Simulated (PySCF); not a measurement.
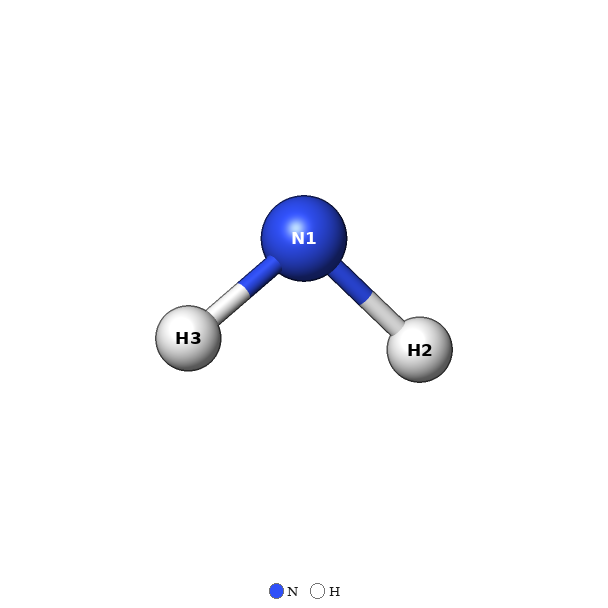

The species has charge −1 and is a spin singlet. The geometry was computed by an optimisation with GFN2-xTB. No frequency run is at hand to confirm it as a minimum. Electric field gradients from the ground-state density, PBE0/pcSseg-1 (PySCF 2.14.0), non-relativistic apart from any core potentials.

Give the largest field-gradient component, the quadrupole coupling constant and the asymmetry for 14N at N1 (Q = 20.44 mb).

```json
{"atom": "N1", "V_zz (a.u.)": "−1.359", "e²qQ/h (MHz)": "−6.53", "η": "0.64"}
```
